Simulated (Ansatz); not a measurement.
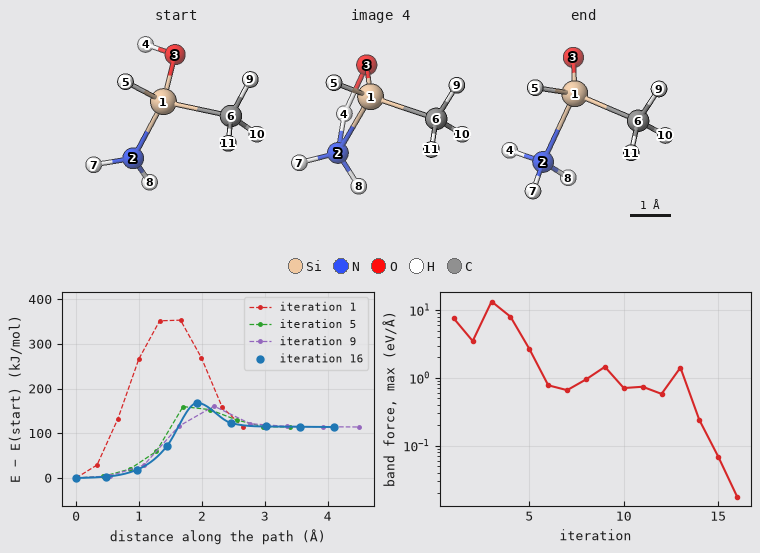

A nudged-elastic-band calculation for CH7NOSi. Images are numbered from 0 (start) to 8 (end). The plot follows the band through its iterations. The picture is a ball-and-stick view, seen at a tilt.

Computed with Ansatz, RKS B3LYP/def2-mTZVP. Run with 7 movable images; climbing image; force threshold 0.05 eV/Å; iteration limit 60; starting path by straight interpolation.

Q: Did the band converge, and can the barrier be trusted?

A: The run is converged, with reservations. The band converged in 16 iterations. The largest component of the band force went from 7.5 to 0.018 eV/Å. The climbing image converged on the top of the path. Its curvatures weren't checked. The straight starting path can push atoms close together and costs iterations. The first iteration put the highest image at 353.2 kJ/mol. Forward barrier 167.8 kJ/mol, backward barrier 53.7 kJ/mol, with image 4 at the top; the reaction energy is +114.0 kJ/mol.

The run took 4.3 min on 2 threads of Arm Neoverse V2, on a shared host, peak memory 0.21 GiB.
